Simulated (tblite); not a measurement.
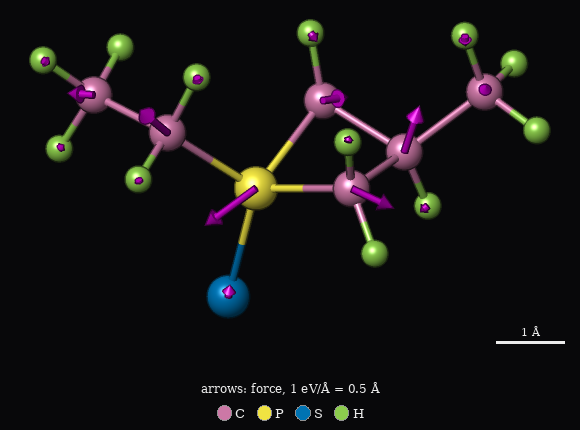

Starting geometry of C$_{6}$H$_{13}$PS with the computed forces as purple arrows. The picture is a ball-and-stick view, seen at a tilt.

The calculation used GFN2-xTB geometry optimisation, gas phase (tblite 0.8.0). 

Q: What follows when this structure is relaxed?

A: It isn't relaxed: the largest force vector, on the P atom, is 2.03 eV/Å. The final displacements have little in common with the starting forces (cosine between the two patterns 0.07). The atom that moves furthest after the best rigid fit is an H atom (1.15 Å). By element the largest moves are H 1.15 Å, C 0.79 Å, S 0.72 Å, P 0.16 Å. Near-neighbour distances that change, for instance: C–P 1.792 → 1.862 Å, C–C 1.502 → 1.521 Å, C–C 1.566 → 1.548 Å, C–H 1.106 → 1.091 Å. Among the angles between lasting bonds that change: P–C–C 84.7° → 91.3°, P–C–H 117.6° → 111.4°, P–C–H 117.1° → 111.3°. Groups turn about C–C by about 40°, C–C by about 40°, C–P by about 35°. After 164 geometry steps the energy has fallen by 7.87 kcal/mol.
